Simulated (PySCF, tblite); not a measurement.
# C4H9NSi: geometry, infrared bands and NMR shifts

Aim: predict the infrared bands and NMR shifts of C4H9NSi (`CC1=N[Si@@H](C)C1`).

Computed with tblite 0.8.0 and PySCF 2.14.0, with density-fitted response routines of our own, on a single molecule in the gas phase. Atoms count from 0, in the outputs and in this text.

### 1 The starting structure

15 atoms, charge 0, multiplicity 1; geometry from: force field or distance geometry start.

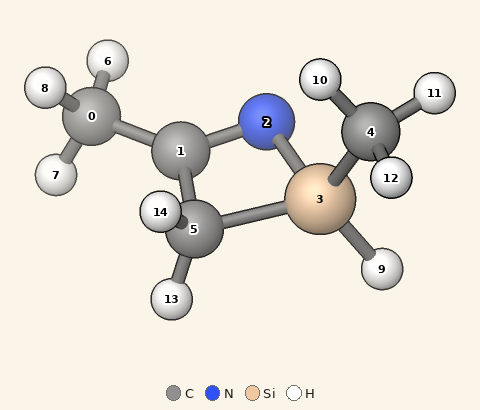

The starting geometry (carbon grey, nitrogen blue, silicon light orange, hydrogen white), atoms numbered.

### 2 Optimising the geometry with GFN2-xTB

Job settings and geometry (Å):

```
{"job": {"kind": "relax", "xc": "GFN2-xTB", "basis": "xTB"}, "charge": 0, "multiplicity": 1}
C      2.473700     0.346400     0.286100
C      1.030600    -0.026900     0.288000
N      0.155500     0.252500     1.204200
Si    -1.161000    -0.559700     0.401700
C     -2.381800     0.658800    -0.136800
C      0.234700    -0.840800    -0.743400
H      2.715400     0.917600     1.184400
H      3.084500    -0.549500     0.248100
H      2.672800     0.959800    -0.592900
H     -1.630400    -1.729400     1.207300
H     -1.913600     1.502700    -0.661200
H     -2.953300     1.069100     0.697300
H     -3.109500     0.224000    -0.829000
H      0.597400    -1.868000    -0.858700
H      0.180700    -0.348700    -1.717000
```

Launch:

```
OMP_NUM_THREADS=1 python probes_run.py task.json out
```

This one command runs all jobs of the session in turn.

Output:

```text
step      E/eV     max force
  0    -482.98645    2.837
  1    -483.20344    0.610
  2    -483.23257    0.516
  3    -483.25754    0.418
  4    -483.27257    0.318
  5    -483.28358    0.205
  6    -483.29068    0.202
  7    -483.29583    0.183
  8    -483.29859    0.171
  9    -483.30077    0.104
 10    -483.30306    0.137
 11    -483.30526    0.123
 12    -483.30672    0.100
 13    -483.30773    0.106
 14    -483.30882    0.093
 15    -483.31016    0.115
 16    -483.31160    0.150
 17    -483.31289    0.123
 18    -483.31392    0.084
 19    -483.31473    0.092
 20    -483.31533    0.065
 21    -483.31568    0.042
 22    -483.31589    0.035
 23    -483.31608    0.040
 24    -483.31627    0.041
 25    -483.31643    0.035
 26    -483.31654    0.023
 27    -483.31662    0.021
 28    -483.31672    0.031
 29    -483.31687    0.039
 30    -483.31707    0.042
 31    -483.31730    0.038
 32    -483.31751    0.035
 33    -483.31770    0.034
 34    -483.31791    0.041
 35    -483.31812    0.042
 36    -483.31831    0.038
 37    -483.31845    0.031
 38    -483.31854    0.027
 39    -483.31863    0.027
 40    -483.31875    0.027
 41    -483.31888    0.034
 42    -483.31900    0.029
 43    -483.31910    0.030
 44    -483.31919    0.030
 45    -483.31928    0.025
 46    -483.31937    0.028
 47    -483.31943    0.020
 48    -483.31947    0.013
 49    -483.31950    0.017
 50    -483.31953    0.017
 51    -483.31956    0.016
 52    -483.31960    0.019
 53    -483.31965    0.020
 54    -483.31973    0.030
 55    -483.31981    0.031
 56    -483.31986    0.022
 57    -483.31989    0.016
 58    -483.31993    0.022
 59    -483.32001    0.037
 60    -483.32012    0.045
 61    -483.32024    0.038
 62    -483.32031    0.017
 63    -483.32034    0.011
 64    -483.32035    0.010
```

Wall time 0.36 s (1 thread of Arm Neoverse V1, shared host); peak memory 0.17 GiB.

Along the way: (not every step is listed)

| step | energy from step 0 (eV) | largest force (eV/Å) |
| --- | --- | --- |
| 0 | 0.0000 | 2.8369 |
| 1 | -0.2170 | 0.6104 |
| 2 | -0.2461 | 0.5164 |
| 3 | -0.2711 | 0.4184 |
| 4 | -0.2861 | 0.3178 |
| 5 | -0.2971 | 0.2053 |
| 6 | -0.3042 | 0.2019 |
| 7 | -0.3094 | 0.1830 |
| 8 | -0.3121 | 0.1714 |
| 13 | -0.3213 | 0.1059 |
| 18 | -0.3275 | 0.0839 |
| 23 | -0.3296 | 0.0400 |
| 28 | -0.3303 | 0.0306 |
| 33 | -0.3313 | 0.0344 |
| 38 | -0.3321 | 0.0271 |
| 43 | -0.3327 | 0.0296 |
| 48 | -0.3330 | 0.0128 |
| 53 | -0.3332 | 0.0199 |
| 58 | -0.3335 | 0.0217 |
| 59 | -0.3336 | 0.0367 |
| 60 | -0.3337 | 0.0455 |
| 61 | -0.3338 | 0.0382 |
| 62 | -0.3339 | 0.0172 |
| 63 | -0.3339 | 0.0107 |
| 64 | -0.3339 | 0.0099 |

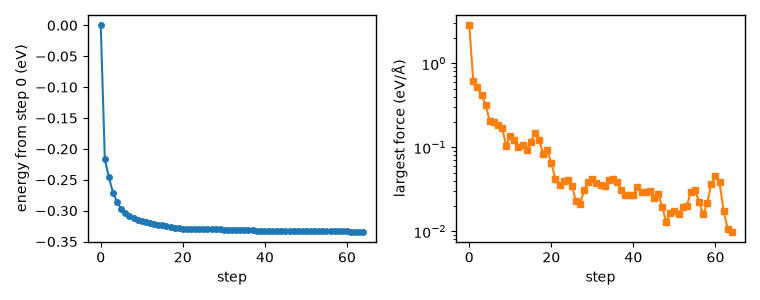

Energy and force, step by step.

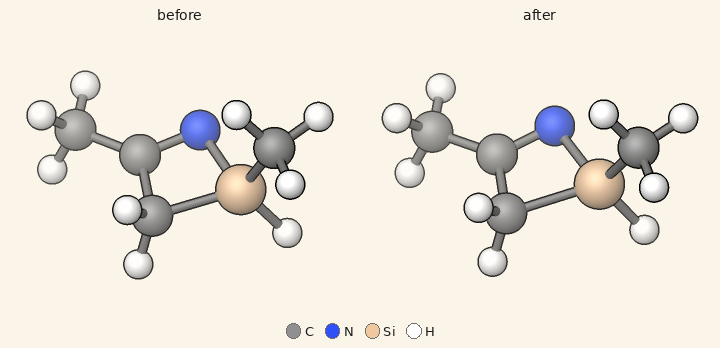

The geometry before (left) and after (right).

Distances of close pairs at the start and the end, largest changes first:

| bond | before (Å) | after (Å) | change (Å) |
| --- | --- | --- | --- |
| Si3–C5 | 1.827 | 1.930 | +0.103 |
| Si3–C4 | 1.807 | 1.891 | +0.084 |
| N2–Si3 | 1.743 | 1.783 | +0.041 |
| Si3–H9 | 1.496 | 1.460 | -0.035 |
| C1–C5 | 1.536 | 1.501 | -0.035 |
| C4–H10 | 1.098 | 1.085 | -0.013 |
| C1–N2 | 1.297 | 1.285 | -0.012 |
| C0–C1 | 1.491 | 1.480 | -0.010 |

The end geometry stands in the next job.

### 3 Harmonic vibrations with GFN2-xTB

Job settings and geometry (Å):

```
{"job": {"kind": "ir", "xc": "GFN2-xTB", "basis": "xTB"}, "charge": 0, "multiplicity": 1}
C      2.509967     0.293092     0.285198
C      1.066319    -0.033999     0.302808
N      0.246746     0.311975     1.230358
Si    -1.152730    -0.472272     0.451432
C     -2.529967     0.677185    -0.145517
C      0.323175    -0.807682    -0.746878
H      2.781520     0.848406     1.178913
H      3.096173    -0.623868     0.229435
H      2.740320     0.886653    -0.599426
H     -1.644732    -1.652382     1.157097
H     -2.136823     1.536618    -0.679021
H     -3.098357     1.044189     0.701814
H     -3.216319     0.154119    -0.802585
H      0.679676    -1.828448    -0.863491
H      0.330618    -0.325596    -1.722048
```

Output:

```text
mode    cm-1     km/mol
  1      78.9      0.77
  2      89.8      0.06
  3     102.6      0.52
  4     156.8      0.81
  5     241.5     15.78
  6     319.5      5.41
  7     423.6      0.49
  8     485.0     19.96
  9     540.8     57.39
 10     625.4     82.14
 11     658.0     27.07
 12     705.3     32.90
 13     773.6     94.82
 14     818.2     70.89
 15     828.8     62.63
 16     855.1    173.88
 17     924.7     13.72
 18     932.5     98.36
 19     995.0      1.13
 20    1067.5      6.05
 21    1119.4      4.56
 22    1279.3     98.43
 23    1367.1     11.46
 24    1377.2     24.70
 25    1434.6     14.93
 26    1451.7     22.70
 27    1457.2      7.36
 28    1477.9      0.47
 29    1485.2      0.41
 30    1623.8    205.96
 31    2282.3    366.28
 32    2990.3     29.40
 33    2998.9     20.19
 34    2999.7     29.55
 35    3010.9     21.40
 36    3047.2     17.76
 37    3050.7     10.55
 38    3053.4     32.45
 39    3059.6     20.57
```

Wall time 0.43 s (1 thread of Arm Neoverse V1, shared host); peak memory 0.17 GiB.

The strongest bands and the atoms that carry them (share of the mass-weighted mode):

| cm⁻¹ | km/mol | atoms |
| --- | --- | --- |
| 625 | 82.1 | H9 75 % |
| 774 | 94.8 | N2 24 %, Si3 20 %, C4 20 % |
| 818 | 70.9 | H11 30 %, H12 28 %, C4 17 % |
| 855 | 173.9 | Si3 20 %, N2 15 %, H12 14 % |
| 932 | 98.4 | C5 40 %, N2 26 % |
| 1279 | 98.4 | C1 60 %, C5 14 %, H6 11 % |
| 1624 | 206.0 | C1 59 %, N2 35 % |
| 2282 | 366.3 | H9 97 % |

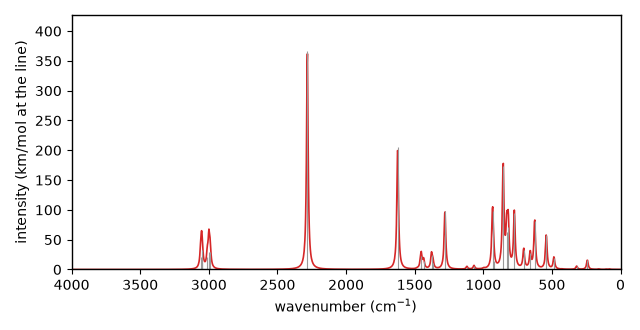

The infrared spectrum from these modes, unscaled. Lines are broadened to a width of 14 cm⁻¹ (Lorentzian).

### 4 NMR shieldings: PBE0/pcSseg-1

Same as in step 3 but for these lines:

```diff
@@ -1,2 +1,2 @@
-{"job": {"kind": "ir", "xc": "GFN2-xTB", "basis": "xTB"}, "charge": 0, "multiplicity": 1}
+{"job": {"kind": "nmr", "xc": "PBE0", "basis": "pcSseg-1"}, "charge": 0, "multiplicity": 1}
 C      2.509967     0.293092     0.285198
```

With the program's defaults for keys left out, this is: GIAO PBE0/pcSseg-1 NMR shielding, non-relativistic, gas phase.

Output:

```text
coarse grid: 12616 points
cycle   1  E = -501.5437731370  dE =  6.507e-01  |g| = 5.885e-01  |ddm| = 3.471e+00
cycle   2  E = -501.4554095346  dE =  8.836e-02  |g| = 8.625e-01  |ddm| = 1.584e+00
cycle   3  E = -501.6236500874  dE = -1.682e-01  |g| = 1.701e-01  |ddm| = 1.098e+00
cycle   4  E = -501.6301539829  dE = -6.504e-03  |g| = 3.125e-02  |ddm| = 1.672e-01
cycle   5  E = -501.6303800873  dE = -2.261e-04  |g| = 7.607e-03  |ddm| = 4.414e-02
cycle   6  E = -501.6303940720  dE = -1.398e-05  |g| = 2.113e-03  |ddm| = 9.272e-03
cycle   7  E = -501.6303951342  dE = -1.062e-06  |g| = 4.651e-04  |ddm| = 2.141e-03
final grid: 116104 points
cycle   8  E = -501.6640609396  dE = -2.950e-05  |g| = 7.577e-03  |ddm| = 2.620e-02
cycle   9  E = -501.6640571312  dE =  3.808e-06  |g| = 8.554e-03  |ddm| = 1.479e-02
cycle  10  E = -501.6640756015  dE = -1.847e-05  |g| = 5.796e-04  |ddm| = 8.228e-03
cycle  11  E = -501.6640756515  dE = -5.003e-08  |g| = 3.334e-04  |ddm| = 8.782e-04
cycle  12  E = -501.6640756739  dE = -2.234e-08  |g| = 8.602e-05  |ddm| = 3.740e-04
cycle  13  E = -501.6640756755  dE = -1.667e-09  |g| = 2.537e-05  |ddm| = 9.495e-05
cycle  14  E = -501.6640756757  dE = -1.431e-10  |g| = 4.892e-06  |ddm| = 2.365e-05
converged SCF energy = -501.6640756757

GIAO shielding tensors (ppm)
atom      isotropic    diamagn.    paramagn.     s11        s22        s33       span
  0 C      156.400     248.670     -92.270    138.051    142.000    189.148     51.097
  1 C      -20.295     262.309    -282.604   -133.312    -45.377    117.803    251.115
  2 N     -164.929     329.782    -494.711   -528.994   -155.681    189.888    718.882
  3 Si     355.768     881.422    -525.653    294.698    379.103    393.505     98.807
  4 C      187.950     254.191     -66.241    182.339    188.817    192.694     10.355
  5 C      155.315     256.501    -101.186    132.998    145.971    186.977     53.979
  6 H       29.330      28.929       0.401     26.267     27.551     34.172      7.905
  7 H       29.377      28.679       0.698     26.461     28.341     33.330      6.869
  8 H       29.367      29.450      -0.083     26.558     28.397     33.145      6.587
  9 H       26.406      29.971      -3.566     23.495     25.183     30.539      7.044
 10 H       31.306      32.334      -1.027     26.916     29.199     37.804     10.888
 11 H       31.044      29.176       1.869     26.997     27.971     38.165     11.167
 12 H       31.511      29.440       2.071     27.754     28.297     38.482     10.728
 13 H       29.421      32.574      -3.154     26.851     28.178     33.233      6.382
 14 H       29.567      33.489      -3.922     26.706     29.062     32.932      6.226
```

It took 26 s on 1 thread of Arm Neoverse V1, shared host; peak memory 0.71 GiB.

The references, computed at this level on geometries of the same kind, shield at (ppm): 1H TMS 31.72, 13C TMS 186.9, 29Si TMS 349.2, 15N NH3 267.7. Their shielding less the atom's gives the shift. The references are single molecules in the gas phase, so shifts against H2O, NH3, PH3, H3PO4 or CFCl3 are not on the usual liquid scales and can be off by tens of ppm. Atoms listed in one row are averaged.

| atoms | environment | σ (ppm) | δ (ppm) | δ scaled to CDCl3 |
| --- | --- | --- | --- | --- |
| C1 | C=N carbon | -20.3 | 207.2 | 200.3 |
| C5 | sp3 CH2 bonded to Si | 155.3 | 31.6 | 28.9 |
| C0 | methyl carbon | 156.4 | 30.5 | 27.9 |
| C4 | methyl carbon bonded to Si | 187.9 | -1.0 | -2.9 |
| H9 | hydrogen on a silicon bonded to 2 C, N, in a 4-membered ring | 26.41 | 5.31 | – |
| H6, H7, H8 | hydrogen on a methyl carbon | 29.36 | 2.36 | 2.33 |
| H13 | hydrogen on an sp3 CH2 bonded to Si | 29.42 | 2.30 | 2.27 |
| H14 | hydrogen on an sp3 CH2 bonded to Si | 29.57 | 2.15 | 2.13 |
| H10, H11, H12 | hydrogen on a methyl carbon bonded to Si | 31.29 | 0.43 | 0.51 |
| N2 | imine nitrogen | -164.9 | 432.7 | – |
| Si3 | silicon bonded to 2 C, N, H, in a 4-membered ring | 355.8 | -6.6 | – |

The scaled column applies a straight-line fit of computed shieldings to shifts measured in CDCl3 (root-mean-square error 0.16 ppm for H, 1.9 ppm for C).

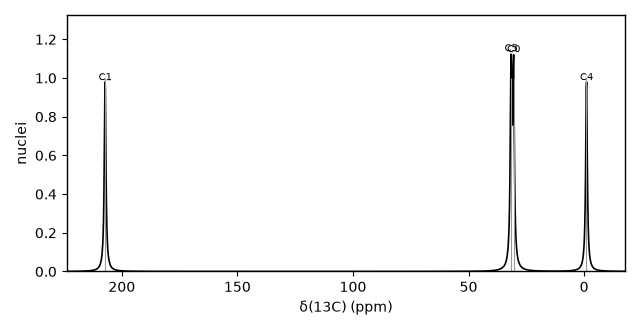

13C lines at the computed shifts, without couplings. Lines are broadened to a width of 0.83 ppm (Lorentzian).

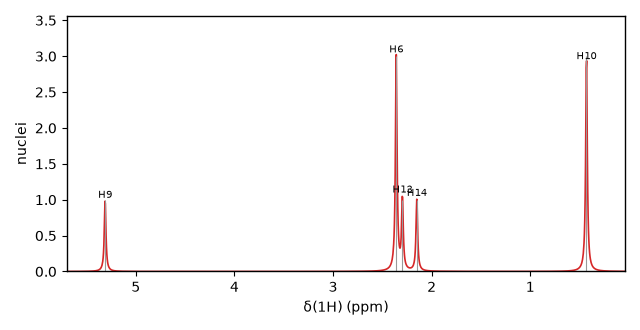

1H lines at the computed shifts, without couplings. Lines are broadened to a width of 0.02 ppm (Lorentzian).

The run also stored atomic charges by several schemes (e):

| atoms | Mulliken | IAO | Hirshfeld | ESP fit |
| --- | --- | --- | --- | --- |
| C0 | -0.17 | -0.45 | -0.12 | -0.58 |
| C1 | -0.04 | 0.20 | 0.10 | 0.83 |
| N2 | -0.51 | -0.60 | -0.30 | -0.84 |
| Si3 | 0.84 | 1.03 | 0.41 | 1.07 |
| C4 | -0.63 | -0.73 | -0.21 | -0.77 |
| C5 | -0.49 | -0.59 | -0.18 | -0.96 |

IAO charges:

C0 -0.45; C1 0.20; N2 -0.60; Si3 1.03; C4 -0.73; C5 -0.59; H6 0.17; H7 0.16; H8 0.16; H9 -0.14; H10 0.16; H11 0.16; H12 0.16; H13 0.15; H14 0.15

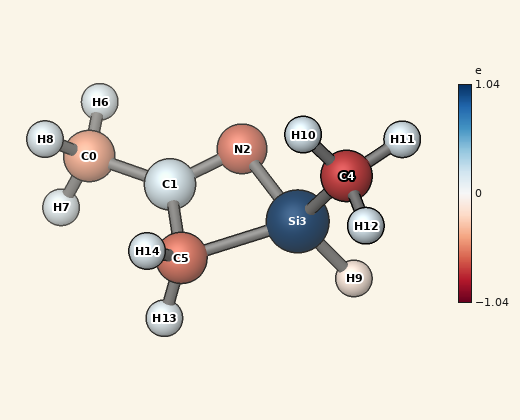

IAO charges, as colours on the atoms.

Mayer bond orders: C0–C1 1.04, C1–N2 1.80, N2–Si3 1.00, Si3–C4 0.96, Si3–C5 0.90, C5–C1 0.94.

Ring of atoms C1, N2, Si3, C5: NICS(0) 7.0, NICS(1) -2.4, NICS(1)zz 3.8 ppm (means of both faces).

Orbitals, density, ELF and potential are computed afterwards from the orbital file.

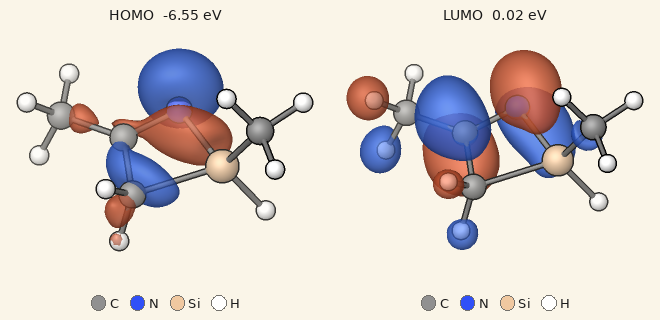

PBE0/pcSseg-1 orbitals near the gap, drawn at the value that encloses 70 % of each; the two colours are the two signs.

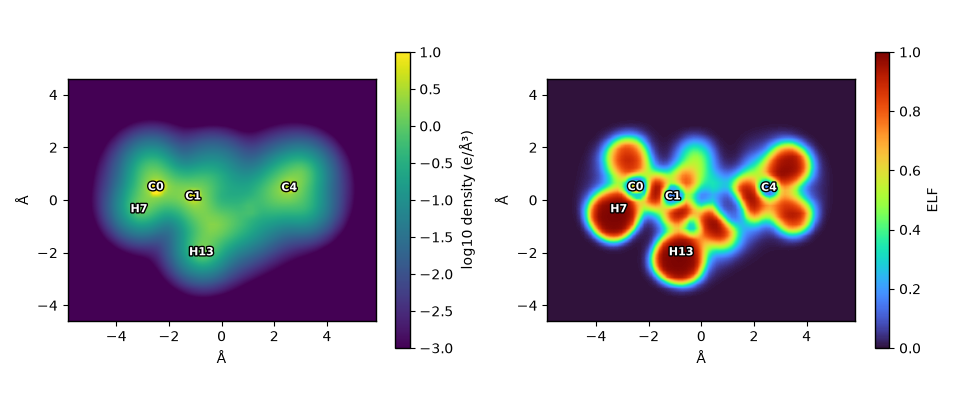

Density (left) and ELF (right) in a plane through or near 5 of the atoms.

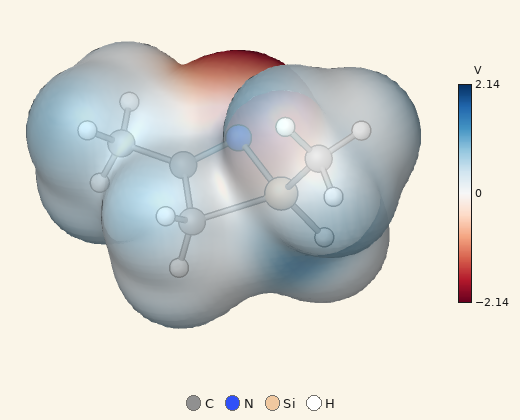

The potential that a unit positive charge feels on the 0.002 e/bohr³ surface, from -2.14 V near N2 to 1.15 V near H9.

### 5 Outcome

```
                                                              quantity                             value
                             strongest single infrared mode (GFN2-xTB)             2282 cm⁻¹, 366 km/mol
                                          zero-point energy (GFN2-xTB)                     74.6 kcal/mol
                                13C shifts against TMS (PBE0/pcSseg-1)       207.2, 31.6, 30.5, -1.0 ppm
1H shifts against TMS (PBE0/pcSseg-1, means over atoms taken as alike)  5.31, 2.36, 2.30, 2.15, 0.43 ppm
                                15N shifts against NH3 (PBE0/pcSseg-1)                         432.7 ppm
                               29Si shifts against TMS (PBE0/pcSseg-1)                          -6.6 ppm
                                 surface potential, least and greatest                -2.14 V and 1.15 V
```

What this shows: Relaxing lowered the energy by 0.334 eV in 64 steps; the close pair that moved most is Si3–C5, from 1.827 to 1.930 Å. All 39 modes are real, so the xTB geometry is a minimum. The strongest single mode, at 2282 cm⁻¹, moves mainly H9. GFN2-xTB is a fitted tight-binding method: band positions and strengths are rough. Its intensities can rank the bands wrongly. At PBE0/pcSseg-1: The largest span, 719 ppm, is at N2, where the paramagnetic term is -495 ppm.
